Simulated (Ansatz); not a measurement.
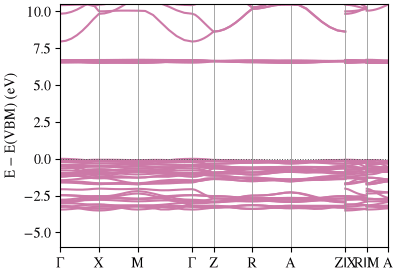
Figure: Band structure from DFT-LDA in the program Ansatz with PAW potentials

Question: Read off the gap and where the band edges lie.

Answer: About 6.5 eV (6.51 eV by a search for the band edges); maximum at Γ, minimum at X.

The material is KTaF6 in space group P4_2/mcm (No. 132; K on 2b, Ta on 2c, F on 4i, F on 8o).

The workflow started from a Materials Project entry (that database holds measured and hypothetical structures alike); the Crystallography Open Database copy checked does not list it. Its standing as an ambient phase is unchecked. Symmetry was held in the LDA relaxation; phonons on a q-mesh show weakly imaginary modes. The run is not spin-polarised. Point labels and valley counts follow the cell and symmetry of the run, lower than the named group. Spin–orbit coupling is left out wherever it is not named.

Potentials: the later of the program's two PAW sets.
